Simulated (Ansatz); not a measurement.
# RuH2 (triplet): trial inputs and their diagnosis

4 inputs are run for RuH2 (triplet) as typed; the log has to tell whether the result can be used and what must change.

Program: Ansatz 0.2.0, Gaussian basis. Level of theory: the settings change from run to run. These are calculated values, not measurements.

22 further runs of the same task are left out: 8 that didn't finish, 14 set aside as unsound or not needed.

**1. The geometry**

The geometry is a PBE0/def2-TZVP stationary point (not a proven minimum). No spin-orbit coupling is included. Elements past krypton take def2 core potentials.

3 atoms, charge 0, spin multiplicity 3.

Atoms are counted from 1 here; the program's logs count them from 0.

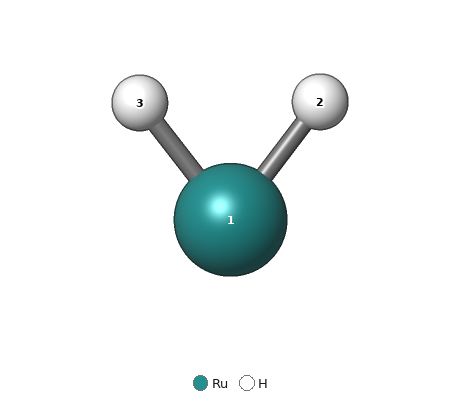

The geometry (ruthenium teal, hydrogen white); atoms are numbered from 1 in the order of the file.

**2. Try 1**

Input file in.yaml:

```yaml
crystal:
  periodic: [false, false, false]
  atoms:
    - {symbol: Ru, position_ang: [0.000000, 0.000000, -0.024187]}
    - {symbol: H, position_ang: [0.000000, 0.949682, 1.212659]}
    - {symbol: H, position_ang: [0.000000, -0.949682, 1.212659]}
basis:
  gaussian: {orbitals: def2-SVP}
magnetization: {spin_polarized: false, initial_magnetization: 2}
correlation: {method: sc_nevpt2, electrons: all, active_space: {window: {electrons: 4, orbitals: 4}, states: [{multiplicity: 3, weights: [1, 1]}], root: 2}}
accuracy: high
```

Started as:

```bash
$ ansatz run in.yaml --threads 1 --pin off --events-out ev --progress --plain --max-ram 2393MiB
```

What it wrote:

```text
Error: the active space averages no state 2, counted from zero
```

It took 0.09 s on 1 thread of AMD EPYC, shared host.

**Diagnosis.** The run was refused. The root asked for lies beyond the states averaged. To mend it, average more states or name a lower root.

**3. Try 2**

Input file in.yaml:

```yaml
crystal:
  periodic: [false, false, false]
  atoms:
    - {symbol: Ru, position_ang: [0.000000, 0.000000, -0.024187]}
    - {symbol: H, position_ang: [0.000000, 0.949682, 1.212659]}
    - {symbol: H, position_ang: [0.000000, -0.949682, 1.212659]}
basis:
  gaussian: {orbitals: def2-SVP}
magnetization: {spin_polarized: false, initial_magnetization: 2}
correlation: {active_space: {ras: {orbitals: [8, 2, 31], electrons: 19, max_holes: 2, max_particles: 2}, fixed_orbitals: true}}
scf: {lower_state_search: off}
```

The command is unchanged.

What it wrote:

```text
Functional definition: HF
  name "HF"
  cite "Fock, Z. Phys. 61, 126 (1930) doi:10.1007/BF01340294"
  parent pbe
  exchange = exact_x
  correlation = 0
these checks for a lower state are left out or cut short: stability, starts, cluster_reference, orbital_swaps, neighbouring_geometries, increment
434 factors; integrals over basis functions are off by at most 1.2e-3 eV
mean field evaluation 1: about -2587.7429 eV, gradient 2.5e1 eV
mean field evaluation 2: about -2587.8089 eV, gradient 2.5e1 eV
mean field evaluation 4: about -2589.6507 eV, gradient 3.9e0 eV
mean field evaluation 8: about -2589.8112 eV, gradient 7.5e-1 eV
mean field evaluation 16: about -2589.8502 eV, gradient 5.7e-4 eV
mean field -2589.85019034 eV, -95.1752390315 hartree, gradient 5.6e-6 eV, S^2 2.000000; 0 other end points of the search recorded, 0 dependent functions left out
reference -2589.85019034 eV, -95.1752390315 hartree; 10, 8 occupied and 31, 33 virtual orbitals, 434 factors
Error: 19 electrons in 41 orbitals form no window around the highest filled level of the reference
```

Run time: 0.92 s. Hardware: 1 thread of AMD EPYC, shared host.

**Diagnosis.** The run stopped with an error. The electron count of the restricted space is wrong. Cure: count the correlated electrons again.

**4. Try 3**

Input file in.yaml:

```yaml
crystal:
  periodic: [false, false, false]
  atoms:
    - {symbol: Ru, position_ang: [0.000000, 0.000000, -0.024187]}
    - {symbol: H, position_ang: [0.000000, 0.949682, 1.212659]}
    - {symbol: H, position_ang: [0.000000, -0.949682, 1.212659]}
basis:
  gaussian: {orbitals: def2-SVP}
magnetization: {spin_polarized: true, initial_magnetization: 3}
hamiltonian: {xc: {name: PBE}}
correlation: {method: ccsd_t, electrons: valence, diis_vectors: 2}
accuracy: high
scf: {omitted_lower_state_checks: [cluster_reference]}
```

The command is unchanged.

What it wrote:

```text
Error: a molecule whose nuclei and cores have a total charge of 18 cannot have a net charge of 0 together with 3 unpaired electrons
```

Run time: 0.07 s. Hardware: 1 thread of AMD EPYC, shared host.

What is wrong: The run was refused. The number of unpaired electrons doesn't fit the electron count. To mend it, make charge and initial_magnetization agree.

**5. Try 4**

Input file in.yaml:

```yaml
crystal:
  periodic: [false, false, false]
  atoms:
    - {symbol: Ru, position_ang: [0.000000, 0.000000, -0.012800]}
    - {symbol: H, position_ang: [0.000000, 0.502572, 0.641739]}
    - {symbol: H, position_ang: [0.000000, -0.502572, 0.641739]}
basis:
  gaussian: {orbitals: def2-SVP}
magnetization: {spin_polarized: false, initial_magnetization: 2}
correlation: {method: sc_nevpt2, electrons: outside_noble_gas, active_space: {window: {electrons: 4, orbitals: 5}, states: [{multiplicity: 3, weights: [0.5, 1, 1]}, {multiplicity: 5, weights: [1]}]}}
scf: {lower_state_search: off}
```

Same command.

What it wrote, cut to the lines that bear on the results:

```text
Functional definition: HF
  name "HF"
  cite "Fock, Z. Phys. 61, 126 (1930) doi:10.1007/BF01340294"
  parent pbe
[...]
717 factors; integrals over basis functions are off by at most 2.0e-7 eV
[...]
mean field -2551.43864101 eV, -93.7636406298 hartree, gradient 1.9e-6 eV, S^2 2.000000; 0 other end points of the search recorded, 0 dependent functions left out
reference -2551.43864101 eV, -93.7636406298 hartree; 10, 8 occupied and 31, 33 virtual orbitals, 717 factors
state -2551.06515225 eV, -93.7499151710 hartree
state -2550.82988717 eV, -93.7412693390 hartree
state -2550.56447610 eV, -93.7315156620 hartree
state -2551.06515225 eV, -93.7499151710 hartree; corrected -2557.69538648 eV, -93.9935717848 hartree
state -2550.82988717 eV, -93.7412693390 hartree; corrected -2556.63997361 eV, -93.9547860774 hartree
state -2550.56447610 eV, -93.7315156620 hartree; corrected -2556.89527618 eV, -93.9641682737 hartree
state -2548.37768808 eV, -93.6511526844 hartree
state -2548.37768808 eV, -93.6511526844 hartree; corrected -2553.59080870 eV, -93.8427313336 hartree
Total energy: -2555.99250049 eV, -93.9309918792 hartree
Checks for a lower state left out: stability, starts, cluster_reference, orbital_swaps, neighbouring_geometries, increment
```

Wall time 22 s (1 thread of AMD EPYC, shared host).

What is wrong: The run converged, which proves nothing about the input. The coordinates are scaled by the bohr-ångström factor. The shortest distance is 0.83 Å, against 1.56 Å in the geometry of step 1. Its energy belongs to another geometry. To mend it, restore the coordinates in ångström.

**6. How the runs ended**

| try | level | ended | cause | time |
| --- | --- | --- | --- | --- |
| 1 | NEVPT2(4,4)/def2-SVP | refused | the root asked for lies beyond the states averaged | 0.09 s |
| 2 | CISD/def2-SVP | stopped by an error | the electron count of the restricted space is wrong | 0.92 s |
| 3 | CCSD(T)/def2-SVP | refused | the number of unpaired electrons doesn't fit the electron count | 0.07 s |
| 4 | NEVPT2(4,5)/def2-SVP | converged | the coordinates are scaled by the bohr-ångström factor | 22 s |

2 refused, 1 stopped by an error, 1 converged. The input that converges on a wrong geometry or spin is the dangerous one: no error points at it, so geometry and ⟨S²⟩ have to be checked.
